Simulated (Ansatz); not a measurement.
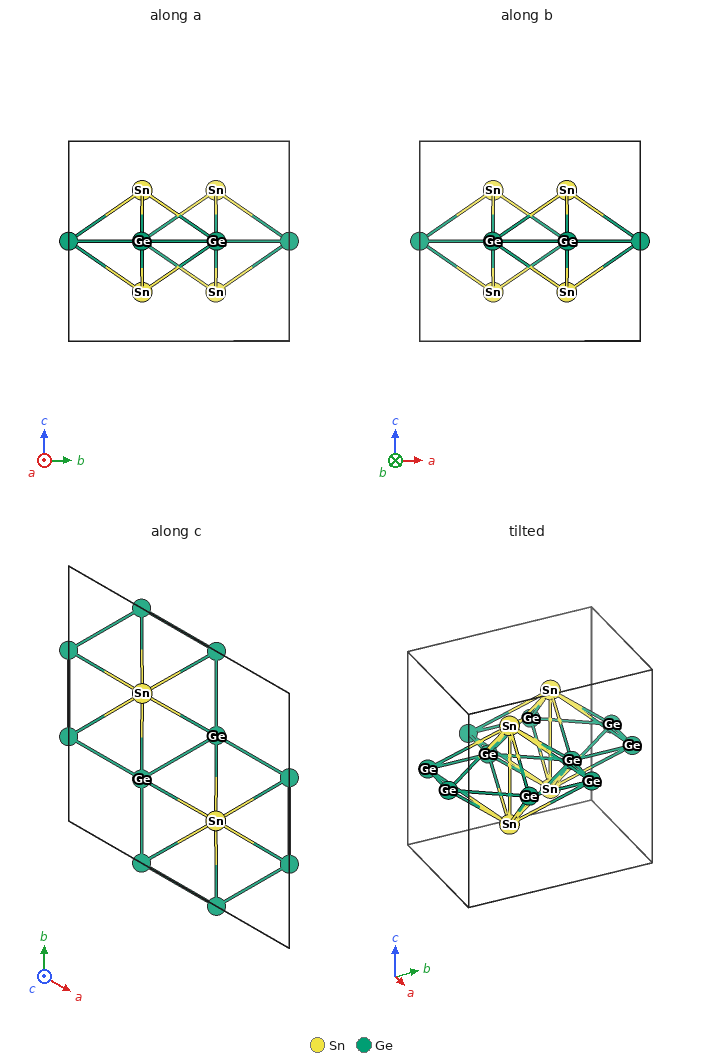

View along the a axis, along the b axis, along the c axis and slightly off an axis, drawn as a ball-and-stick model. The edges of the conventional unit cell are marked.

Lattice parameters: a = 8.015 Å, b = 8.015 Å, c = 6.277 Å, α = 90.00°, β = 90.00°, γ = 120.00°. Put a along x and b in the xy plane.

**Write down what is shown as a POSCAR file, with free fractional coordinates to two decimals.**

```
Sn Ge
1.0
     8.015    0.000    0.000
    -4.008    6.941    0.000
     0.000    0.000    6.277
Sn Ge
4 6
Direct
  0.3333 0.6667 0.24
  0.6667 0.3333 0.24
  0.6667 0.3333 0.76
  0.3333 0.6667 0.76
  0.33 0.00 0.50
  0.00 0.33 0.50
  0.67 0.67 0.50
  0.67 0.00 0.50
  0.00 0.67 0.50
  0.33 0.33 0.50
```

The starting point was a random cell made by a generator, so it need not be a real form of the compound. A relaxation with DFT PBE, scalar-relativistic, plane waves, PAW (Ansatz) gave the geometry drawn.
